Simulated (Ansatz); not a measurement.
**CCSD/6-31G(d) (spherical functions) run of C4H8S2 (1,3-dithiane)**

What is the vertical singlet–triplet gap of C4H8S2 (1,3-dithiane) at CCSD/6-31G* (spherical functions)? 

The calculation is run with Ansatz 0.2.0.

16 further runs of the same task are left out: 16 set aside as unsound or not needed.

**1. The molecule**

The species is C4H8S2 (14 atoms), meant as a singlet with charge 0. SMILES: `C1CSCSC1`. The shape is that of a PBE0-D4/def2-TZVP optimisation. This is one conformer, not always the lowest.

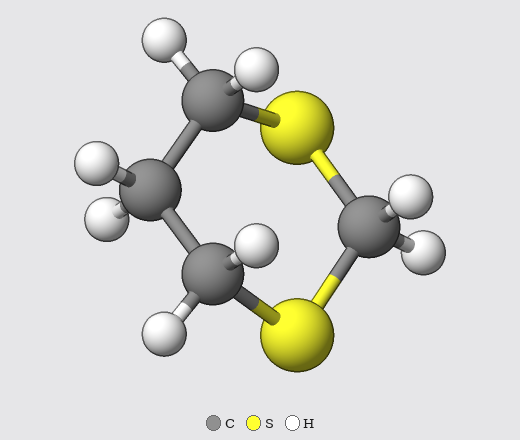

Viewed from a chosen angle; carbon grey, sulfur yellow, hydrogen white.

**2. The energy at CCSD/6-31G(d) (spherical functions)**

Contents of run.yaml:

```yaml
crystal:
  periodic: [false, false, false]
  atoms:
    - {symbol: C, position_ang: [1.256860, 0.040180, -0.196830]}
    - {symbol: C, position_ang: [0.416360, 1.305280, -0.170760]}
    - {symbol: S, position_ang: [-1.126430, 1.188800, -1.099580]}
    - {symbol: C, position_ang: [-1.858430, -0.204000, -0.228720]}
    - {symbol: S, position_ang: [-0.906090, -1.728350, -0.288060]}
    - {symbol: C, position_ang: [0.600660, -1.134640, 0.508000]}
    - {symbol: H, position_ang: [1.481600, -0.230780, -1.231840]}
    - {symbol: H, position_ang: [2.209460, 0.251520, 0.304210]}
    - {symbol: H, position_ang: [0.189930, 1.594840, 0.861300]}
    - {symbol: H, position_ang: [0.957770, 2.135640, -0.628470]}
    - {symbol: H, position_ang: [-2.054570, 0.070550, 0.811470]}
    - {symbol: H, position_ang: [-2.814020, -0.410640, -0.712050]}
    - {symbol: H, position_ang: [1.269940, -1.997210, 0.521250]}
    - {symbol: H, position_ang: [0.376950, -0.881190, 1.550100]}
basis:
  gaussian: {orbitals: 6-31G_st_-spherical.json}
scf: {omitted_lower_state_checks: [cluster_reference, increment]}
accuracy: high
correlation: {method: ccsd, frozen_orbitals: {C: 1, H: 0, S: 5}}
```

The basis set 6-31G* is read from a file made from the Basis Set Exchange's data (not shown).

Started as:

```console
$ ansatz run run.yaml --threads 4 --pin off --max-ram 12180MiB --events-out events.jsonl --progress --plain --runs-dir runs
```

Standard output (excerpt; [...] marks lines left out):

```text
Warning: RAYON_NUM_THREADS=4 ignored (pool sized by the plan → 4); use --threads N
Functional definition: HF
  name "HF"
[...]
2722 factors; integrals over basis functions are off by at most 3.7e-9 eV
[...]
mean field -25881.98528868 eV, -951.1454159194 hartree, gradient 6.6e-8 eV, S^2 0.000000; 0 other end points of the search recorded, 0 dependent functions left out
14 core orbitals not correlated: weight in the atoms' cores, before any rotation towards them, 1.000 or more for the frozen orbitals, at most 0.000 for the correlated occupied ones
reference -25881.98528868 eV, -951.1454159194 hartree; 18, 18 occupied and 76, 76 virtual orbitals, 2722 factors
second order -20.71491274 eV of doubles, -0.00000000 eV of singles
cycle   1  -21.80981986 eV  change    -1.1e0 eV  update   1.0e-1
[...]
cycle  20  -22.54054253 eV  change  -5.8e-10 eV  update   2.6e-9
Total energy: -25904.52583121 eV, -951.9737655789 hartree
Checks for a lower state left out: cluster_reference, increment
```

Wall time 16 s (4 threads of Intel Xeon Platinum 8259CL at 2.50GHz (Skylake/Cascade Lake), shared host); peak memory 0.93 GiB.

**3. The triplet, same level**

Contents of input.yaml:

```yaml
basis:
  gaussian: {orbitals: 6-31G_st_-spherical.json}
crystal:
  periodic: [false, false, false]
  atoms:
    - {symbol: C, position_ang: [1.256860, 0.040180, -0.196830]}
    - {symbol: C, position_ang: [0.416360, 1.305280, -0.170760]}
    - {symbol: S, position_ang: [-1.126430, 1.188800, -1.099580]}
    - {symbol: C, position_ang: [-1.858430, -0.204000, -0.228720]}
    - {symbol: S, position_ang: [-0.906090, -1.728350, -0.288060]}
    - {symbol: C, position_ang: [0.600660, -1.134640, 0.508000]}
    - {symbol: H, position_ang: [1.481600, -0.230780, -1.231840]}
    - {symbol: H, position_ang: [2.209460, 0.251520, 0.304210]}
    - {symbol: H, position_ang: [0.189930, 1.594840, 0.861300]}
    - {symbol: H, position_ang: [0.957770, 2.135640, -0.628470]}
    - {symbol: H, position_ang: [-2.054570, 0.070550, 0.811470]}
    - {symbol: H, position_ang: [-2.814020, -0.410640, -0.712050]}
    - {symbol: H, position_ang: [1.269940, -1.997210, 0.521250]}
    - {symbol: H, position_ang: [0.376950, -0.881190, 1.550100]}
magnetization: {spin_polarized: true, initial_magnetization: 2}
correlation: {method: ccsd, frozen_orbitals: {C: 1, H: 0, S: 5}}
accuracy: high
scf: {omitted_lower_state_checks: [cluster_reference, increment]}
```

The basis set 6-31G* is read from a file made from the Basis Set Exchange's data (not shown).

Started as:

```console
$ ansatz run input.yaml --threads 4 --pin off --max-ram 12180MiB --events-out events.jsonl --progress --plain --runs-dir runs
```

Standard output (excerpt; [...] marks lines left out):

```text
Warning: RAYON_NUM_THREADS=4 ignored (pool sized by the plan → 4); use --threads N
[... 2 set-up lines as earlier in the session ...]
[...]
2722 factors; integrals over basis functions are off by at most 3.7e-9 eV
[...]
mean field -25876.79649322 eV, -950.9547312034 hartree, gradient 3.9e-8 eV, S^2 2.022983; 11 other end points of the search recorded, 0 dependent functions left out
14 core orbitals not correlated: weight in the atoms' cores, before any rotation towards them, 1.000 or more for the frozen orbitals, at most 0.000 for the correlated occupied ones
reference -25876.79649322 eV, -950.9547312034 hartree; 19, 17 occupied and 75, 77 virtual orbitals, 2722 factors
second order -20.43168794 eV of doubles, -0.00000000 eV of singles
cycle   1  -21.53088050 eV  change    -1.1e0 eV  update   1.1e-1
[...]
cycle  37  -22.34783721 eV  change   -1.8e-9 eV  update   4.5e-9
Total energy: -25899.14433044 eV, -951.7759990730 hartree
Checks for a lower state left out: cluster_reference, increment
```

Run time: 66 s. Hardware: 4 threads of Intel Xeon Platinum 8259CL at 2.50GHz (Skylake/Cascade Lake), shared host; peak memory 2 GiB.

**4. Summary of results**

Level: CCSD/6-31G* (spherical functions), 14 core orbitals frozen.

| quantity | value |
| --- | --- |
| singlet: total energy | -951.97377 Eh |
| singlet: correlation energy (14 core orbitals frozen) | -828.3 mEh |
| singlet: T1 diagnostic | 0.009 |
| triplet: total energy | -951.77600 Eh |
| triplet: correlation energy (14 core orbitals frozen) | -821.3 mEh |
| triplet: ⟨S²⟩ of the reference determinant | 2.023 |
| triplet: T1 diagnostic | 0.022 |
| vertical energy of the triplet above the singlet | 5.382 eV |

**Reading.** At this shape the triplet lies 5.38 eV (124 kcal/mol) above the singlet.
